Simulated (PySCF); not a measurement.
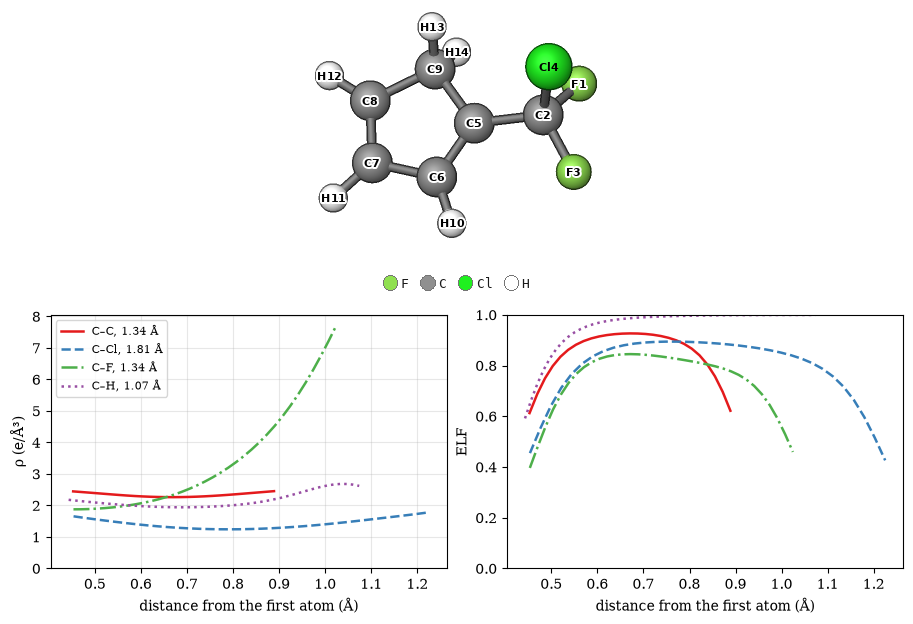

The picture shows: C6H5ClF2 (SMILES FC(F)(Cl)C1=CC=CC1). Total electron density and electron localisation function along straight lines between neighbouring atoms. The curves leave out the atomic cores. The structure is drawn too.

Geometry: GFN2-xTB.

Method: PBE0/pcSseg-1, SCF density, gas phase, non-relativistic in PySCF.

```csv
atom,x (Å),y (Å),z (Å)
F,-2.2791,0.9472,1.1143
C,-1.7746,-0.2400,0.7166
F,-1.9278,-1.0749,1.7580
Cl,-2.8484,-0.8401,-0.6172
C,-0.3756,-0.1382,0.2567
C,0.6476,-0.9654,0.5438
C,1.8317,-0.4956,-0.1341
C,1.5332,0.6068,-0.8380
C,0.0932,0.9448,-0.6620
H,0.6083,-1.8317,1.1781
H,2.7885,-0.9784,-0.0615
H,2.1968,1.1927,-1.4457
H,-0.4499,0.9375,-1.6088
H,-0.0447,1.9349,-0.2225
```

What can be read from the curves?

C–C (1.34 Å): ρ at the midpoint is about 2.3 e/Å³; the ELF peaks at about 0.95 between the atoms: a multiple bond.
C–Cl (1.81 Å): ρ is about 1.3 e/Å³ halfway; the ELF peaks at about 0.90 between the atoms; a covalent bond.
C–F (1.34 Å): ρ is about 2.3 e/Å³ halfway; the ELF peaks at about 0.85 between the atoms; a polar covalent bond.
C–H (1.07 Å): the density is about 2 e/Å³ at the midpoint; the ELF climbs to about 1 towards the hydrogen, as it does in any bond to H: a covalent bond by its length.
